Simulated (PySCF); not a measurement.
Input file:

```
{"job": {"kind": "uv", "xc": "B3LYP", "basis": "def2-SVPD", "dynamic": true, "nstates": 6, "ntriplets": 0}, "charge": 0, "multiplicity": 1}
C     -1.587271    -0.895133    -1.269993
C     -0.716410    -0.393296    -0.377653
C      0.707642    -0.225057    -0.640814
C      1.585782     0.284780     0.235056
C      3.043871     0.447325    -0.014273
O     -1.068218     0.006386     0.885705
C     -2.363981     0.328221     1.140715
F     -2.376988     1.033630     2.269669
F     -3.102929    -0.779120     1.342417
H     -2.634383    -1.083711    -1.034824
H     -1.227126    -1.163462    -2.263045
H      1.042299    -0.561767    -1.626963
H      1.205457     0.603135     1.211877
H      3.634564    -0.133701     0.714225
H      3.350518     1.499402     0.110758
H      3.329452     0.122145    -1.025257
H     -2.819473     0.908698     0.317422
```

Run with:

```sh
OMP_NUM_THREADS=1 python probes_run.py task.json out
```

Geometry: PBE0-D3(BJ)/def2-SVP.

Level of theory: B3LYP/def2-SVPD, SCF density, gas phase (PySCF 2.14.0).

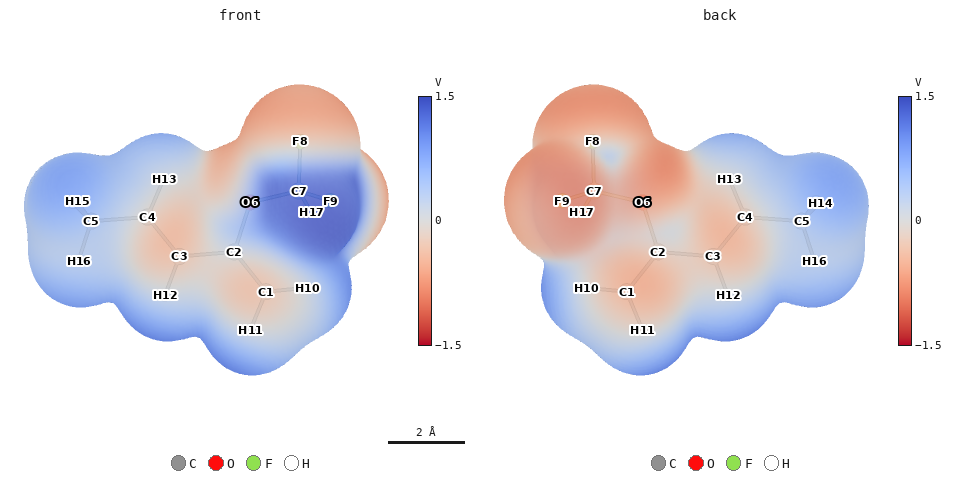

C$_{6}$H$_{8}$F$_{2}$O (SMILES C=C(/C=C/C)OC(F)F). The molecular electrostatic potential painted on the density surface at 0.002 e/bohr³, seen from the front and from behind; the colour scale runs from red (negative) to blue (positive).

Which sites attract a positive test charge, and which a negative one?

A positive charge is drawn to the negative regions and a negative charge to the positive ones. The most negative region (about −0.8 V) lies over O6, F8 and F9, the most positive (about +1.3 V) over H17.
